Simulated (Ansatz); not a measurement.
**AlH3 (SMILES [AlH3]): HF/def2-TZVPPD**

What is the vertical electron affinity of AlH3 at HF/def2-TZVPPD? 

The results are computed with Ansatz 0.2.0.

35 further runs of the same task are left out: 1 that didn't finish, 34 set aside as unsound or not needed.

## (1) The structure to begin with

AlH3: 4 atoms, total charge 0, spin state singlet. As SMILES, `[AlH3]`. Geometry: relaxed at PBE0-D4/def2-TZVP.

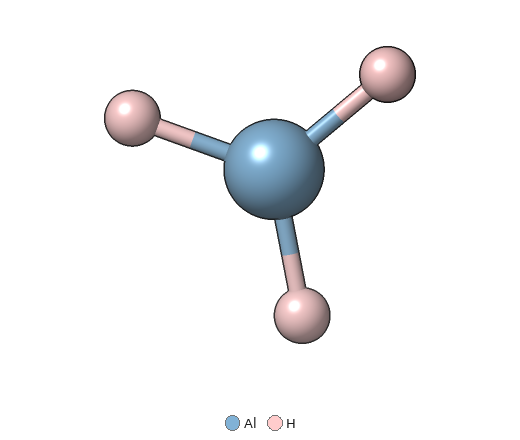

Viewed from a chosen angle; aluminium light blue, hydrogen pink.

## (2) A single-point energy at HF/def2-TZVPPD

job.yaml

```yaml
crystal:
  periodic: [false, false, false]
  atoms:
    - {symbol: Al, position_ang: [0.013700, -0.014800, -0.005100]}
    - {symbol: H, position_ang: [0.633200, 0.670900, 1.283600]}
    - {symbol: H, position_ang: [-1.340800, -0.832000, 0.105100]}
    - {symbol: H, position_ang: [0.749400, 0.115700, -1.403900]}
basis:
  gaussian: {orbitals: def2-TZVPPD.json}
total_charge: 0
hamiltonian: {xc: hf}
accuracy: high
output: {orbitals: {seedname: orbitals}}
```

The basis set def2-TZVPPD is read from a file made from the Basis Set Exchange's data (not shown).

On the command line:

```console
$ ansatz run job.yaml --threads 1 --pin off --max-ram 3480MiB --events-out events.jsonl --progress --plain --runs-dir runs
```

What it wrote:

```text
Warning: RAYON_NUM_THREADS=1 ignored (pool sized by the plan → 1); use --threads N
Functional definition: HF
  name "HF"
  exchange = exact_x
  correlation = 0
1496 factors; integrals over basis functions are off by at most 3.3e-9 eV
mean field evaluation 1: about -6629.3887 eV, gradient 8.8e0 eV
mean field evaluation 2: about -6629.3888 eV, gradient 8.8e0 eV
mean field evaluation 4: about -6629.8346 eV, gradient 4.5e-1 eV
mean field evaluation 8: about -6629.8350 eV, gradient 4.2e-5 eV
mean field -6629.83504055 eV, -243.6419438767 hartree, gradient 5.8e-8 eV, S^2 0.000000; 0 other end points of the search recorded, 0 dependent functions left out
reference -6629.83504055 eV, -243.6419438767 hartree; 8, 8 occupied and 91, 91 virtual orbitals, 1496 factors
Total energy: -6629.83504055 eV, -243.6419438767 hartree
```

Run time: 1.4 s. Hardware: 1 thread of Arm Neoverse V1, shared host; peak memory 0.18 GiB.

## (3) The doublet anion at the same level

molecule.yaml

```yaml
crystal:
  periodic: [false, false, false]
  atoms:
    - {symbol: Al, position_ang: [0.013700, -0.014800, -0.005100]}
    - {symbol: H, position_ang: [0.633200, 0.670900, 1.283600]}
    - {symbol: H, position_ang: [-1.340800, -0.832000, 0.105100]}
    - {symbol: H, position_ang: [0.749400, 0.115700, -1.403900]}
basis:
  gaussian:
    orbitals: def2-TZVPPD.json
magnetization:
  spin_polarized: true
  initial_magnetization: 1
accuracy: high
output: {orbitals: {seedname: orbitals}}
total_charge: -1
hamiltonian:
  xc: hf
```

The basis set def2-TZVPPD is read from a file made from the Basis Set Exchange's data (not shown).

On the command line:

```console
$ ansatz run molecule.yaml --threads 1 --pin off --max-ram 3480MiB --events-out events.jsonl --progress --plain --runs-dir runs
```

What it wrote:

```text
Warning: RAYON_NUM_THREADS=1 ignored (pool sized by the plan → 1); use --threads N
[... 4 set-up lines as earlier in the session ...]
1496 factors; integrals over basis functions are off by at most 3.3e-9 eV
mean field evaluation 1: about -6628.5030 eV, gradient 7.7e0 eV
mean field evaluation 2: about -6628.5031 eV, gradient 7.7e0 eV
mean field evaluation 4: about -6629.2620 eV, gradient 8.8e-1 eV
mean field evaluation 8: about -6629.2760 eV, gradient 1.2e-3 eV
mean field evaluation 16: about -6628.9300 eV, gradient 1.4e0 eV
mean field evaluation 32: about -6629.1069 eV, gradient 8.1e-1 eV
mean field -6629.27599225 eV, -243.6213992304 hartree, gradient 1.4e-8 eV, S^2 0.766411; 2 other end points of the search recorded, 0 dependent functions left out
reference -6629.27599225 eV, -243.6213992304 hartree; 9, 8 occupied and 90, 91 virtual orbitals, 1496 factors
Total energy: -6629.27599225 eV, -243.6213992304 hartree
```

It took 2.9 s on 1 thread of Arm Neoverse V1, shared host; peak memory 0.21 GiB.

## (4) What came out

At HF/def2-TZVPPD:

```
                                         quantity          value
                       singlet AlH3: total energy  -243.64194 Eh
                        singlet AlH3: HOMO energy      -11.75 eV
                        singlet AlH3: LUMO energy        0.88 eV
                      singlet AlH3: HOMO–LUMO gap       12.63 eV
                      doublet anion: total energy  -243.62140 Eh
doublet anion: HOMO energy (highest over α and β)        0.19 eV
 doublet anion: LUMO energy (lowest over α and β)        4.83 eV
                              doublet anion: ⟨S²⟩          0.766
vertical electron affinity (to the doublet anion)      -0.559 eV
```

What this shows: The anion lies 0.56 eV (53.9 kJ/mol) above the neutral: the electron isn't bound at this level, and such a value depends on the basis. Hartree–Fock misses the correlation that binds many anions. The HOMO (doublet anion) lies at positive energy, 0.19 eV: the electron is unbound at this level or held by a compact basis; values depend on the basis.
